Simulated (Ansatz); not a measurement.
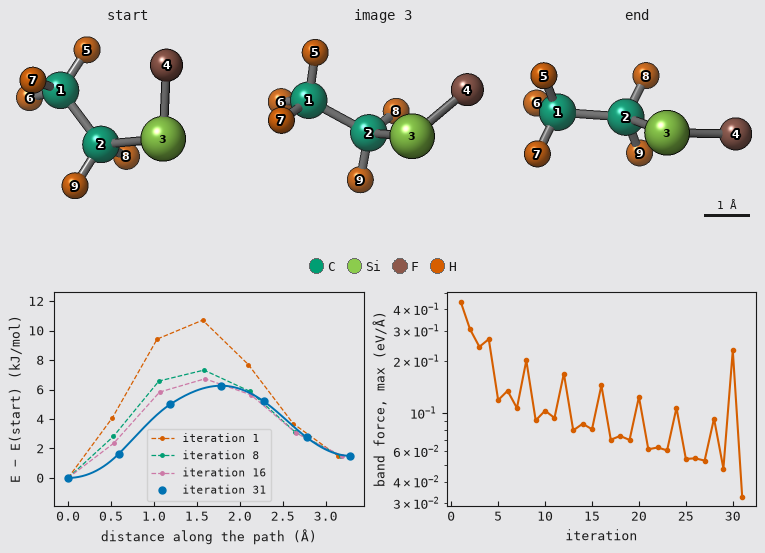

A search for the minimum-energy path of C2H5FSi by the nudged elastic band. Images are numbered from 0 (start) to 6 (end). The plot follows the band through its iterations. Style: ball-and-stick. Shown at a tilt.

All numbers below come from RKS PBE0-D4/def2-SVP (Ansatz). Settings: 5 movable images; climbing image from the first iteration; force threshold 0.05 eV/Å; iteration limit 60; optimiser L-BFGS; starting path by image-dependent pair potential.

**How did the profile develop, and is the result final?**

The run is converged, with reservations. The band converged in 31 iterations. The largest component of the band force went from 0.44 to 0.033 eV/Å. The climbing image converged on the top of the path. Its curvatures weren't checked. The first iteration put the highest image at 10.7 kJ/mol. The energy climbs by 6.3 kJ/mol to image 3 and then falls by 4.8 kJ/mol, so the end point sits at +1.5 kJ/mol.

The run took roughly 4 core-minutes on a shared host.
